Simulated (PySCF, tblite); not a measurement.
**C6H11FSSi: geometry, infrared bands and NMR shifts**

Aim: predict the infrared bands and NMR shifts of C6H11FSSi (`CS[SiH2]C1=CCC[C@H]1F`).

Programs: tblite 0.8.0 and PySCF 2.14.0, with density-fitted response routines of our own. Each step states its level of theory. These are calculated values for one molecule in the gas phase, unless marked as measured. Atoms count from 0, in the outputs and in this text.

**1. The molecule as given**

20 atoms, charge 0, multiplicity 1; geometry from: force field or distance geometry start.

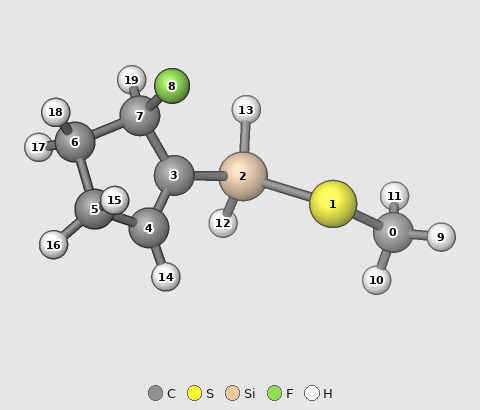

As it starts; carbon grey, sulfur yellow, silicon light orange, fluorine green, hydrogen white, atoms numbered; sticks join atoms by distance.

**2. Relaxing the molecule with GFN2-xTB**

The job: settings as JSON, then the geometry in Å.

```
{"job": {"kind": "relax", "xc": "GFN2-xTB", "basis": "xTB"}, "charge": 0, "multiplicity": 1}
C      4.231900    -0.253300     0.675300
S      2.515500     0.242000     0.998700
Si     1.285600    -0.051400    -0.731200
C     -0.514800    -0.113500    -0.240200
C     -1.102900    -1.071400     0.488100
C     -2.544300    -0.800900     0.687500
C     -2.838000     0.178000    -0.439700
C     -1.518400     0.914800    -0.578200
F     -1.520100     1.948900     0.323100
H      4.841700     0.098100     1.541500
H      4.266900    -1.354200     0.564600
H      4.524600     0.208600    -0.276700
H      1.552900    -1.327500    -1.401700
H      1.417900     1.051800    -1.705100
H     -0.580700    -1.926000     0.860200
H     -2.708900    -0.231500     1.662100
H     -3.175900    -1.708600     0.642600
H     -3.086900    -0.360400    -1.367300
H     -3.662500     0.845000    -0.106400
H     -1.388800     1.312300    -1.600200
```

Command:

```sh
$ OMP_NUM_THREADS=1 python probes_run.py task.json out
```

One launch serves the whole session: the jobs run in the order shown.

Standard output:

```text
step      E/eV     max force
  0    -766.11140    1.321
  1    -766.23172    0.728
  2    -766.28012    0.542
  3    -766.31222    0.510
  4    -766.34191    0.289
  5    -766.35724    0.214
  6    -766.36578    0.197
  7    -766.37385    0.191
  8    -766.38190    0.194
  9    -766.38950    0.196
 10    -766.39568    0.162
 11    -766.40116    0.181
 12    -766.40704    0.168
 13    -766.41360    0.191
 14    -766.42017    0.181
 15    -766.42602    0.188
 16    -766.43110    0.188
 17    -766.43561    0.169
 18    -766.43989    0.151
 19    -766.44440    0.168
 20    -766.44901    0.192
 21    -766.45306    0.132
 22    -766.45625    0.138
 23    -766.45897    0.136
 24    -766.46168    0.160
 25    -766.46423    0.144
 26    -766.46621    0.097
 27    -766.46770    0.090
 28    -766.46904    0.097
 29    -766.47033    0.094
 30    -766.47153    0.090
 31    -766.47263    0.077
 32    -766.47383    0.096
 33    -766.47532    0.108
 34    -766.47698    0.097
 35    -766.47849    0.085
 36    -766.47983    0.085
 37    -766.48123    0.103
 38    -766.48281    0.092
 39    -766.48457    0.094
 40    -766.48640    0.108
 41    -766.48820    0.105
 42    -766.48990    0.095
 43    -766.49145    0.106
 44    -766.49285    0.090
 45    -766.49428    0.099
 46    -766.49579    0.100
 47    -766.49723    0.093
 48    -766.49855    0.099
 49    -766.49942    0.130
 50    -766.50111    0.135
 51    -766.50285    0.103
 52    -766.50576    0.118
 53    -766.50760    0.114
 54    -766.51006    0.089
 55    -766.51215    0.098
 56    -766.51433    0.105
 57    -766.51446    0.292
 58    -766.51896    0.113
 59    -766.52171    0.089
 60    -766.52745    0.129
 61    -766.52953    0.127
 62    -766.53798    0.192
 63    -766.54061    0.295
 64    -766.54418    0.251
 65    -766.54766    0.216
 66    -766.55119    0.108
 67    -766.55531    0.180
 68    -766.55843    0.179
 69    -766.56143    0.111
 70    -766.56353    0.121
 71    -766.56547    0.089
 72    -766.56709    0.084
 73    -766.56858    0.091
 74    -766.56990    0.092
 75    -766.57186    0.091
 76    -766.57344    0.095
 77    -766.57497    0.096
 78    -766.57604    0.077
 79    -766.57688    0.065
 80    -766.57776    0.069
 81    -766.57876    0.087
 82    -766.57976    0.087
 83    -766.58071    0.064
 84    -766.58157    0.065
 85    -766.58234    0.056
 86    -766.58294    0.067
 87    -766.58388    0.069
 88    -766.58517    0.082
 89    -766.58725    0.110
 90    -766.58993    0.110
 91    -766.59256    0.109
 92    -766.59437    0.105
 93    -766.59435    0.114
 94    -766.59681    0.081
 95    -766.59801    0.075
 96    -766.60172    0.104
 97    -766.60319    0.096
 98    -766.60459    0.087
 99    -766.60614    0.092
100    -766.60714    0.078
101    -766.60800    0.052
102    -766.60862    0.071
103    -766.60902    0.050
104    -766.60940    0.045
105    -766.60994    0.063
106    -766.61042    0.082
107    -766.61105    0.084
108    -766.61162    0.070
109    -766.61203    0.036
110    -766.61223    0.032
111    -766.61237    0.027
112    -766.61254    0.024
113    -766.61273    0.038
114    -766.61296    0.040
115    -766.61317    0.039
116    -766.61337    0.039
117    -766.61360    0.042
118    -766.61389    0.054
119    -766.61425    0.053
120    -766.61458    0.040
121    -766.61485    0.032
122    -766.61509    0.037
123    -766.61539    0.043
124    -766.61578    0.052
125    -766.61628    0.053
126    -766.61688    0.051
127    -766.61754    0.055
128    -766.61814    0.050
129    -766.61860    0.047
130    -766.61892    0.040
131    -766.61919    0.039
132    -766.61948    0.050
133    -766.61986    0.056
134    -766.62029    0.049
135    -766.62098    0.049
136    -766.62131    0.048
137    -766.62181    0.043
138    -766.62207    0.041
139    -766.62228    0.030
140    -766.62245    0.034
141    -766.62266    0.027
142    -766.62286    0.032
143    -766.62300    0.040
144    -766.62313    0.041
145    -766.62334    0.033
146    -766.62357    0.031
147    -766.62381    0.033
148    -766.62412    0.042
149    -766.62447    0.048
150    -766.62482    0.041
151    -766.62512    0.036
152    -766.62528    0.032
153    -766.62553    0.041
154    -766.62568    0.025
155    -766.62589    0.025
156    -766.62599    0.026
157    -766.62620    0.024
158    -766.62633    0.024
159    -766.62644    0.024
160    -766.62655    0.029
161    -766.62671    0.034
162    -766.62694    0.038
163    -766.62717    0.052
164    -766.62735    0.032
165    -766.62751    0.029
166    -766.62764    0.021
167    -766.62780    0.022
168    -766.62794    0.024
169    -766.62804    0.024
170    -766.62809    0.018
171    -766.62813    0.014
172    -766.62817    0.014
173    -766.62819    0.014
174    -766.62821    0.011
175    -766.62822    0.007
```

Wall time 4.1 s (1 thread of Intel Xeon at 2.70GHz, shared host).

Relaxation path: (not every step is listed)

| step | energy from step 0 (eV) | largest force (eV/Å) |
| --- | --- | --- |
| 0 | 0.0000 | 1.3206 |
| 1 | -0.1203 | 0.7281 |
| 2 | -0.1687 | 0.5424 |
| 3 | -0.2008 | 0.5097 |
| 4 | -0.2305 | 0.2885 |
| 5 | -0.2458 | 0.2144 |
| 6 | -0.2544 | 0.1965 |
| 7 | -0.2624 | 0.1910 |
| 8 | -0.2705 | 0.1944 |
| 24 | -0.3503 | 0.1597 |
| 40 | -0.3750 | 0.1077 |
| 56 | -0.4029 | 0.1054 |
| 72 | -0.4557 | 0.0841 |
| 88 | -0.4738 | 0.0824 |
| 104 | -0.4980 | 0.0447 |
| 120 | -0.5032 | 0.0397 |
| 136 | -0.5099 | 0.0478 |
| 152 | -0.5139 | 0.0318 |
| 168 | -0.5165 | 0.0238 |
| 170 | -0.5167 | 0.0181 |
| 171 | -0.5167 | 0.0136 |
| 172 | -0.5168 | 0.0141 |
| 173 | -0.5168 | 0.0145 |
| 174 | -0.5168 | 0.0107 |
| 175 | -0.5168 | 0.0071 |

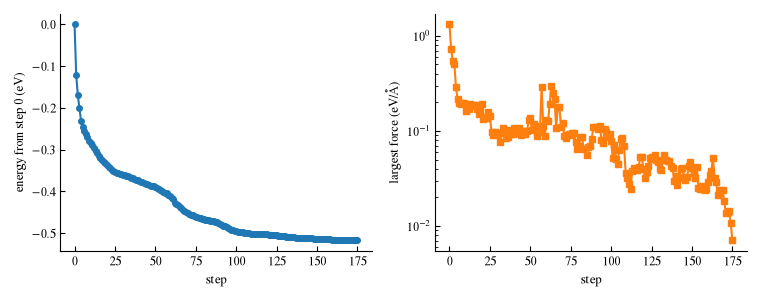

Energy and force, step by step.

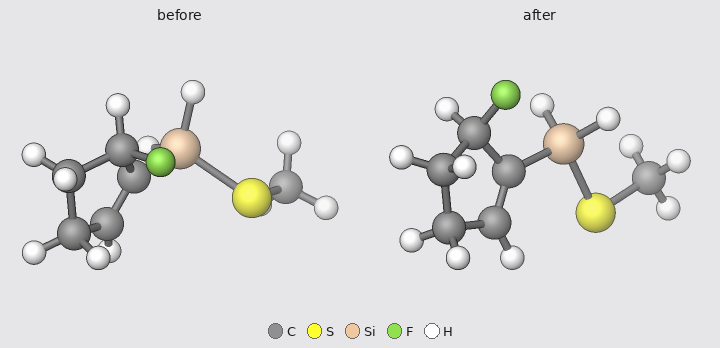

Before and after, at one scale.

Close pairs (by a distance rule), those that changed most:

| bond | before (Å) | after (Å) | change (Å) |
| --- | --- | --- | --- |
| C5–H15 | 1.141 | 1.091 | -0.050 |
| C0–H9 | 1.116 | 1.085 | -0.032 |
| C3–C7 | 1.476 | 1.504 | +0.028 |
| C0–H10 | 1.107 | 1.085 | -0.022 |
| C6–H18 | 1.112 | 1.090 | -0.021 |
| C6–C7 | 1.518 | 1.534 | +0.016 |
| Si2–H13 | 1.478 | 1.461 | -0.016 |
| C4–C5 | 1.480 | 1.496 | +0.016 |

The next job starts from the end point, and lists it.

**3. Vibrational analysis with GFN2-xTB**

The job: settings as JSON, then the geometry in Å.

```
{"job": {"kind": "ir", "xc": "GFN2-xTB", "basis": "xTB"}, "charge": 0, "multiplicity": 1}
C      4.088171    -0.392619     0.562957
S      2.400971    -0.885795     1.023944
Si     1.326150     0.201226    -0.482010
C     -0.479451    -0.118573    -0.149895
C     -1.057621    -0.746956     0.868974
C     -2.551242    -0.750091     0.788852
C     -2.853793     0.238228    -0.348895
C     -1.524514     0.404987    -1.096340
F     -1.293954     1.732213    -1.419100
H      4.765515    -0.912580     1.231596
H      4.285552    -0.681337    -0.464370
H      4.199376     0.680330     0.682942
H      1.735310    -0.320676    -1.789589
H      1.682489     1.613800    -0.365917
H     -0.529242    -1.231845     1.671713
H     -3.008535    -0.455353     1.734050
H     -2.909206    -1.754558     0.548852
H     -3.654269    -0.103368    -1.001587
H     -3.130913     1.211676     0.056772
H     -1.495942    -0.127728    -2.055986
```

Standard output:

```text
mode    cm-1     km/mol
  1      37.5      4.81
  2      45.0      4.67
  3      67.0      1.53
  4      72.3      2.30
  5     123.7      0.14
  6     146.3      2.59
  7     179.7      0.88
  8     184.3      0.39
  9     297.2      2.38
 10     388.5     19.26
 11     441.4     22.87
 12     468.9     61.70
 13     531.9     44.97
 14     547.2     17.44
 15     583.1     10.37
 16     631.8      3.00
 17     701.4    396.44
 18     730.8     25.20
 19     783.8    212.52
 20     790.0     14.14
 21     827.9     14.61
 22     859.9      5.76
 23     948.0      0.02
 24     952.1     26.66
 25     958.8      5.43
 26     986.4     19.57
 27    1025.7      4.12
 28    1048.0     46.92
 29    1087.9     18.92
 30    1112.9     19.31
 31    1152.6     15.88
 32    1189.8      6.90
 33    1210.9      0.51
 34    1253.9     12.58
 35    1276.1      7.35
 36    1287.8      8.16
 37    1315.0     22.56
 38    1324.0      3.20
 39    1455.4      3.76
 40    1458.7      2.74
 41    1461.5      7.95
 42    1477.9      8.07
 43    1675.3     72.01
 44    2229.1    290.76
 45    2277.9    171.55
 46    2893.3     44.60
 47    2952.0     18.79
 48    2989.8     27.51
 49    3006.4     24.27
 50    3022.0     34.81
 51    3032.1      7.96
 52    3035.8     11.86
 53    3061.9      1.70
 54    3121.6     23.85
```

Run time: 2.4 s. Hardware: 1 thread of Intel Xeon at 2.70GHz, shared host.

The strongest bands and the atoms that carry them (share of the mass-weighted mode):

| cm⁻¹ | km/mol | atoms |
| --- | --- | --- |
| 469 | 61.7 | H12 32 %, H13 26 %, Si2 19 % |
| 532 | 45.0 | Si2 48 %, S1 38 % |
| 701 | 396.4 | H12 42 %, H13 38 % |
| 784 | 212.5 | H12 46 %, H13 44 % |
| 1048 | 46.9 | C7 36 %, F8 14 %, H16 12 % |
| 1675 | 72.0 | C3 51 %, C4 46 % |
| 2229 | 290.8 | H12 90 % |
| 2278 | 171.6 | H13 90 % |

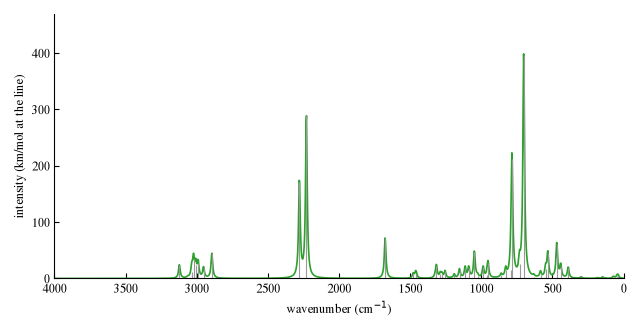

The infrared spectrum from these modes, unscaled. Lines are broadened to a width of 14 cm⁻¹ (Lorentzian).

**4. Shielding tensors: PBE0/pcSseg-1**

Settings changed since step 3:

```diff
@@ -1,2 +1,2 @@
-{"job": {"kind": "ir", "xc": "GFN2-xTB", "basis": "xTB"}, "charge": 0, "multiplicity": 1}
+{"job": {"kind": "nmr", "xc": "PBE0", "basis": "pcSseg-1"}, "charge": 0, "multiplicity": 1}
 C      4.088171    -0.392619     0.562957
```

Level: GIAO PBE0/pcSseg-1 NMR shielding, non-relativistic, gas phase.

Standard output:

```text
coarse grid: 17672 points
cycle   1  E = -1021.9593689721  dE =  1.041e+00  |g| = 5.567e-01  |ddm| = 4.060e+00
cycle   2  E = -1021.9389787479  dE =  2.039e-02  |g| = 6.948e-01  |ddm| = 1.087e+00
cycle   3  E = -1022.0237656219  dE = -8.479e-02  |g| = 6.589e-02  |ddm| = 5.932e-01
cycle   4  E = -1022.0242777673  dE = -5.121e-04  |g| = 3.737e-02  |ddm| = 8.118e-02
cycle   5  E = -1022.0245688942  dE = -2.911e-04  |g| = 6.934e-03  |ddm| = 3.796e-02
cycle   6  E = -1022.0245765156  dE = -7.621e-06  |g| = 3.931e-03  |ddm| = 9.238e-03
cycle   7  E = -1022.0245803204  dE = -3.805e-06  |g| = 7.984e-04  |ddm| = 4.327e-03
final grid: 161616 points
cycle   8  E = -1022.0875949148  dE = -4.327e-05  |g| = 1.011e-02  |ddm| = 3.830e-02
cycle   9  E = -1022.0875774740  dE =  1.744e-05  |g| = 1.354e-02  |ddm| = 2.036e-02
cycle  10  E = -1022.0876196627  dE = -4.219e-05  |g| = 1.214e-03  |ddm| = 1.165e-02
cycle  11  E = -1022.0876199012  dE = -2.385e-07  |g| = 3.542e-04  |ddm| = 1.357e-03
cycle  12  E = -1022.0876199253  dE = -2.408e-08  |g| = 1.247e-04  |ddm| = 4.193e-04
cycle  13  E = -1022.0876199287  dE = -3.448e-09  |g| = 4.052e-05  |ddm| = 1.309e-04
cycle  14  E = -1022.0876199291  dE = -3.513e-10  |g| = 6.461e-06  |ddm| = 3.980e-05
converged SCF energy = -1022.0876199291

GIAO shielding tensors (ppm)
atom      isotropic    diamagn.    paramagn.     s11        s22        s33       span
  0 C      173.371     250.274     -76.903    163.501    165.313    191.297     27.797
  1 S      736.239    1061.456    -325.217    639.080    650.566    919.070    279.990
  2 Si     383.177     882.197    -499.020    349.342    354.288    445.900     96.557
  3 C       43.809     260.821    -217.012    -51.300     44.098    138.628    189.929
  4 C       28.814     254.006    -225.193    -86.018     31.303    141.156    227.174
  5 C      148.772     251.584    -102.811    124.751    149.063    172.504     47.753
  6 C      151.766     250.466     -98.700    120.497    158.725    176.078     55.581
  7 C       80.601     241.543    -160.943     39.038     80.571    122.193     83.155
  8 F      364.065     474.657    -110.592    330.041    367.443    394.711     64.670
  9 H       29.522      27.783       1.740     23.501     26.701     38.365     14.864
 10 H       29.689      28.862       0.827     23.843     27.648     37.576     13.734
 11 H       29.621      29.184       0.437     23.814     27.539     37.510     13.696
 12 H       26.629      30.552      -3.923     22.510     25.672     31.706      9.195
 13 H       26.607      30.644      -4.037     22.475     25.968     31.379      8.904
 14 H       25.142      34.198      -9.056     21.892     23.840     29.694      7.802
 15 H       29.016      29.365      -0.350     24.496     27.226     35.324     10.828
 16 H       29.195      29.417      -0.221     24.888     27.219     35.479     10.592
 17 H       29.199      28.515       0.684     24.842     27.645     35.108     10.266
 18 H       29.646      29.837      -0.191     25.347     28.570     35.022      9.675
 19 H       25.687      29.992      -4.304     24.058     25.663     27.341      3.282
```

It took 93 s on 1 thread of Intel Xeon at 2.70GHz, shared host; peak memory 0.95 GiB.

Shifts follow as δ = σ(reference) − σ, with reference shieldings (ppm) from runs at the same level and on the same kind of geometry: ¹H TMS 31.72, ¹³C TMS 186.9, ²⁹Si TMS 349.2, ¹⁹F CFCl3 170.9, ³³S CS2 504. The references are single molecules in the gas phase, so shifts against H2O, NH3, PH3, H3PO4 or CFCl3 are not on the usual liquid scales and can be off by tens of ppm. Atoms listed in one row are averaged.

| atoms | environment | σ (ppm) | δ (ppm) | δ scaled to CDCl3 |
| --- | --- | --- | --- | --- |
| C4 | alkene CH | 28.8 | 158.1 | 152.4 |
| C3 | fully substituted alkene carbon | 43.8 | 143.1 | 137.8 |
| C7 | allylic sp3 CH bonded to F | 80.6 | 106.3 | 101.9 |
| C5 | allylic sp3 CH2 | 148.8 | 38.2 | 35.3 |
| C6 | sp3 CH2 in a ring | 151.8 | 35.2 | 32.4 |
| C0 | methyl carbon bonded to S | 173.4 | 13.6 | 6.9 |
| H14 | hydrogen on an alkene CH | 25.14 | 6.57 | 6.30 |
| H19 | hydrogen on an allylic sp3 CH bonded to F | 25.69 | 6.03 | 5.79 |
| H13 | hydrogen on a silicon bonded to C, S | 26.61 | 5.11 | – |
| H12 | hydrogen on a silicon bonded to C, S | 26.63 | 5.09 | – |
| H15 | hydrogen on an allylic sp3 CH2 | 29.02 | 2.70 | 2.65 |
| H16 | hydrogen on an allylic sp3 CH2 | 29.20 | 2.52 | 2.48 |
| H17 | hydrogen on an sp3 CH2 in a ring | 29.20 | 2.52 | 2.48 |
| H9, H10, H11 | hydrogen on a methyl carbon bonded to S | 29.61 | 2.11 | 2.09 |
| H18 | hydrogen on an sp3 CH2 in a ring | 29.65 | 2.07 | 2.06 |
| S1 | sulfur bonded to C, Si | 736 | -233 | – |
| Si2 | silicon bonded to C, S, 2 H | 383.2 | -34.0 | – |
| F8 | fluorine on an sp3 carbon | 364.1 | -193.1 | – |

The scaled column applies a straight-line fit of computed shieldings to shifts measured in CDCl3, with any fitted terms for Cl, Br or S neighbours, and one for carbons that bear F (root-mean-square error 0.16 ppm for H, 1.9 ppm for C).

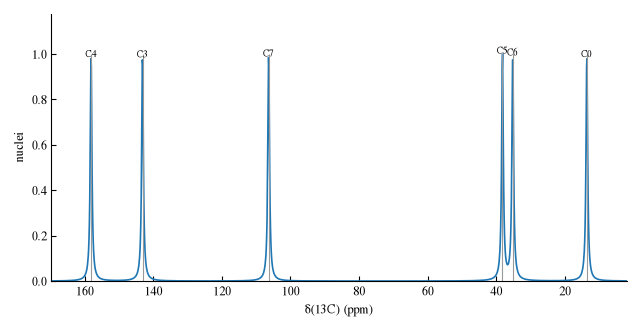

¹³C lines at the computed shifts, without couplings. Lines are broadened to a width of 0.58 ppm (Lorentzian).

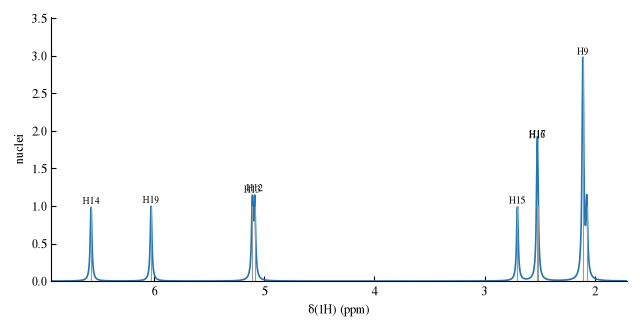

¹H lines at the computed shifts, without couplings. Lines are broadened to a width of 0.02 ppm (Lorentzian).

Charges from the same density, by scheme (e):

| atoms | Mulliken | IAO | Hirshfeld | ESP fit |
| --- | --- | --- | --- | --- |
| C0 | -0.39 | -0.50 | -0.12 | -0.37 |
| S1 | -0.34 | -0.19 | -0.11 | -0.25 |
| Si2 | 0.69 | 0.70 | 0.30 | 0.18 |
| C3 | -0.45 | -0.31 | -0.12 | -0.22 |
| C4 | -0.10 | -0.11 | -0.02 | -0.13 |
| C5 | -0.18 | -0.27 | -0.07 | 0.12 |
| C6 | -0.22 | -0.28 | -0.07 | -0.37 |
| C7 | 0.23 | 0.18 | 0.06 | 0.51 |
| F8 | -0.34 | -0.33 | -0.12 | -0.32 |

Mulliken charges:

C0 -0.39; S1 -0.34; Si2 0.69; C3 -0.45; C4 -0.10; C5 -0.18; C6 -0.22; C7 0.23; F8 -0.34; H9 0.16; H10 0.15; H11 0.15; H12 -0.08; H13 -0.06; H14 0.10; H15 0.14; H16 0.14; H17 0.13; H18 0.14; H19 0.11

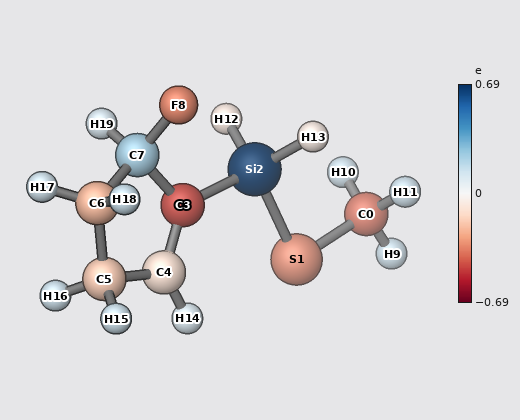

Mulliken charges, as colours on the atoms.

Mayer bond orders: C0–S1 1.00, S1–Si2 0.96, Si2–C3 0.88, C3–C4 1.84, C4–C5 1.03, C5–C6 1.03, C6–C7 1.03, C7–F8 0.86, C7–C3 0.99.

Ring of atoms C3, C4, C5, C6, C7: NICS(0) -1.9, NICS(1) -3.7, NICS(1)zz -2.9 ppm (means of both faces).

Orbitals, density, ELF and potential are computed afterwards from the orbital file.

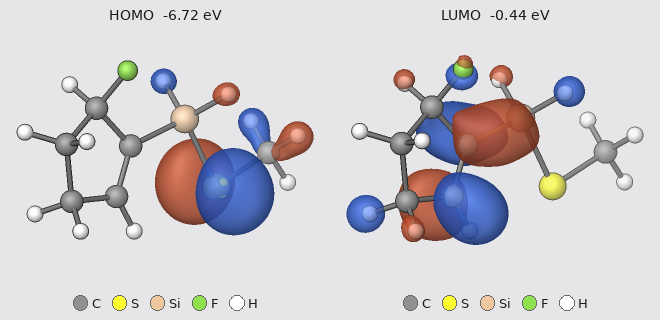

PBE0/pcSseg-1 orbitals near the gap, drawn at the value that encloses 70 % of each; the two colours are the two signs.

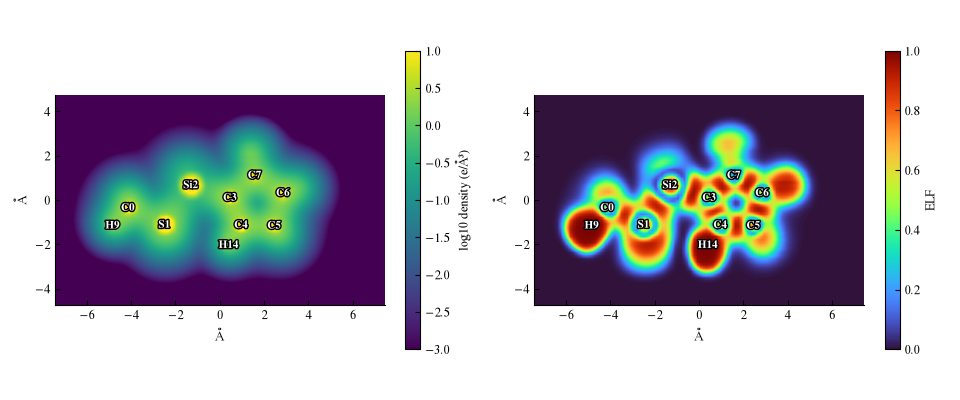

Density (left) and ELF (right) in a plane through or near 10 of the atoms.

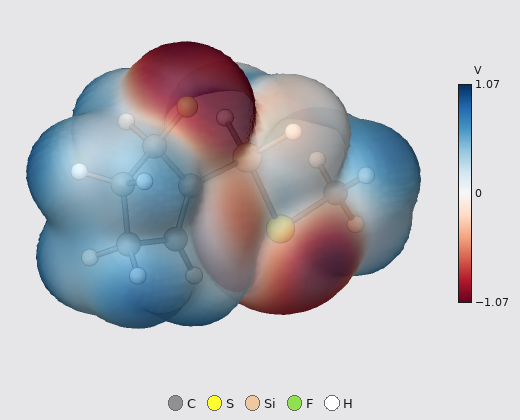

The potential that a unit positive charge feels on the 0.002 e/bohr³ surface, from -1.07 V near S1 to 0.85 V near H12.

**5. What came out**

```
                                                              quantity                                                     value
                             strongest single infrared mode (GFN2-xTB)                                      701 cm⁻¹, 396 km/mol
                                          zero-point energy (GFN2-xTB)                                             95.4 kcal/mol
                                ¹³C shifts against TMS (PBE0/pcSseg-1)                 158.1, 143.1, 106.3, 38.2, 35.2, 13.6 ppm
¹H shifts against TMS (PBE0/pcSseg-1, means over atoms taken as alike)  6.57, 6.03, 5.11, 5.09, 2.70, 2.52, 2.52, 2.11, 2.07 ppm
                                ³³S shifts against CS2 (PBE0/pcSseg-1)                                                  -233 ppm
                               ²⁹Si shifts against TMS (PBE0/pcSseg-1)                                                 -34.0 ppm
                              ¹⁹F shifts against CFCl3 (PBE0/pcSseg-1)                                                -193.1 ppm
                                 surface potential, least and greatest                                        -1.07 V and 0.85 V
```

**Reading.** The optimisation took 175 steps and gained 0.517 eV; among the close pairs (by a distance rule), C5–H15 changed most, from 1.141 to 1.091 Å. All 54 modes are real, so the xTB geometry is a minimum. The strongest single mode, at 701 cm⁻¹, moves mainly H12 and H13. GFN2-xTB is a fitted tight-binding method: band positions and strengths are rough. Its intensities can rank the bands wrongly. The most deshielded hydrogen is H14 (hydrogen on an alkene CH), at 6.57 ppm: olefinic region. At PBE0/pcSseg-1: The widest tensor belongs to S1: span 280 ppm, with a paramagnetic part of -325 ppm. By nearest atom (PBE0/pcSseg-1), the HOMO sits on S1 79 % and the LUMO on C3, C4 about 31 % each; H14 8 %.
